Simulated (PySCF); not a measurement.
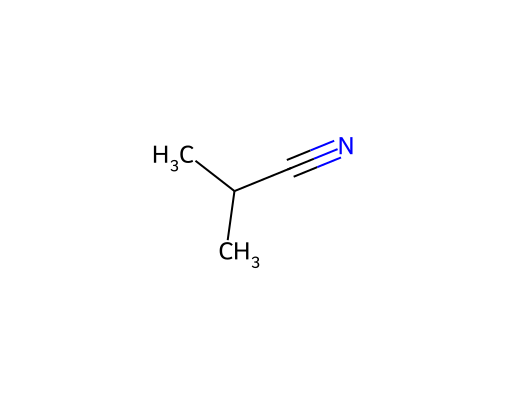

The computed structure is the end point of a GFN2-xTB optimisation. No frequency run is at hand to confirm it as a minimum. Method: PBE0/pcSseg-1, gas phase (PySCF 2.14.0).

Predict the main results.

The species is C₄H₇N (`CC(C)C#N`).
- dipole moment: 4.05 D
- HOMO energy (Kohn–Sham orbital): −9.30 eV
- LUMO energy (Kohn–Sham orbital): 0.70 eV
- HOMO–LUMO gap: 10.00 eV
